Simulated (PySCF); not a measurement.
C₅H₁₂O₂Si, SMILES COC(=O)[SiH2]C(C)C at its GFN2-xTB optimised geometry (Å):

```
20

C      0.4078    -3.0578     0.0636
O     -0.3078    -1.8263     0.0264
C      0.4185    -0.7031     0.0000
O      1.6257    -0.7031     0.0000
Si    -0.7374     0.8284     0.0000
C      0.0013     2.1626    -1.1499
C     -0.9174     3.3793    -1.2520
C      1.3953     2.5874    -0.6835
H      1.0461    -3.0937     0.9486
H     -0.3385    -3.8470     0.0953
H      1.0347    -3.1548    -0.8251
H     -2.0528     0.3681    -0.4485
H     -0.8013     1.3152     1.3833
H      0.1041     1.7411    -2.1576
H     -0.4988     4.1190    -1.9329
H     -1.0405     3.8470    -0.2779
H     -1.9011     3.0950    -1.6178
H      1.3410     3.0715     0.2896
H      2.0528     1.7257    -0.6011
H      1.8353     3.2919    -1.3883
```

Method: B3LYP/def2-SVP in PySCF.

Map of the log10 of the electron density (e/bohr³), floored at −4 on the plane z = 1.0 Å:

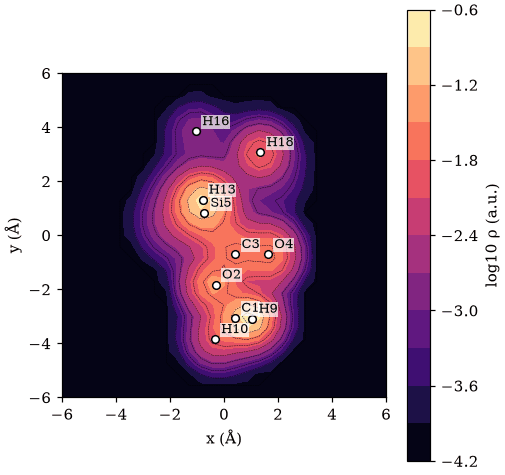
Figure: Log10 of the electron density (e/bohr³), floored at −4 on the plane z = 1.0 Å.
